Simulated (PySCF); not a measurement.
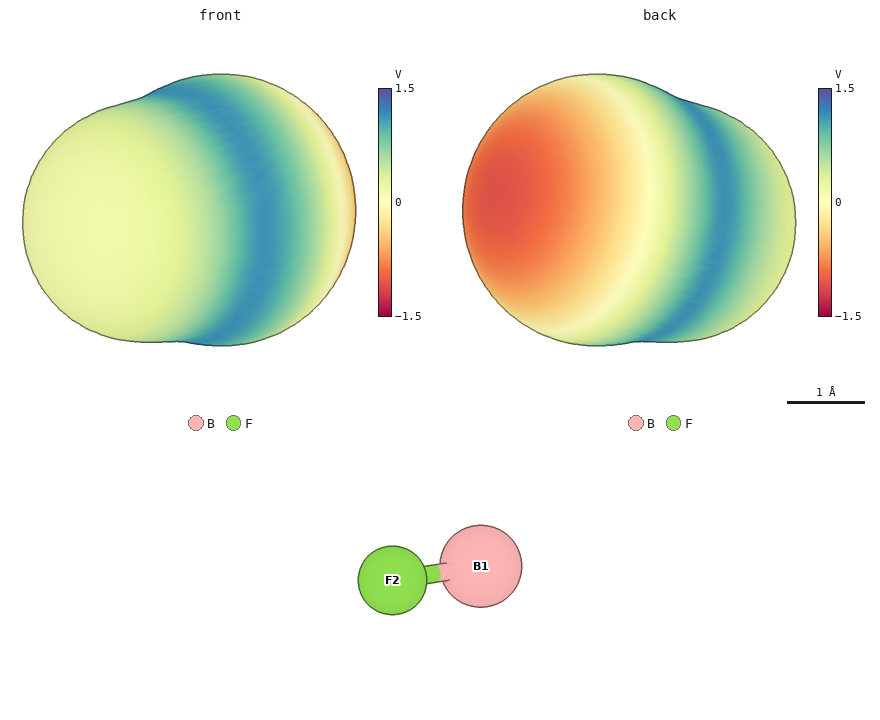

Figure. BF. The electrostatic potential painted on the density surface at 0.002 e/bohr³, seen from the front and from behind; the colour scale runs from red (negative) to blue (positive). The bare structure is drawn below in the same view.

The calculation used PBE0/def2-SVPD, non-relativistic Hamiltonian with scalar-relativistic core potentials where named, at a bond length of 1.270 Å in PySCF.

```xyz
2

B     0.0000    0.0000   -0.8041
F     0.0000    0.0000    0.4659
```

Which sites attract a positive test charge, and which a negative one?

A positive charge is drawn to the negative regions and a negative charge to the positive ones. The most negative region (about −1.1 V, or −25 kcal/mol for a unit charge) lies over F2, the most positive (about +1.1 V, or +25 kcal/mol for a unit charge) over B1.
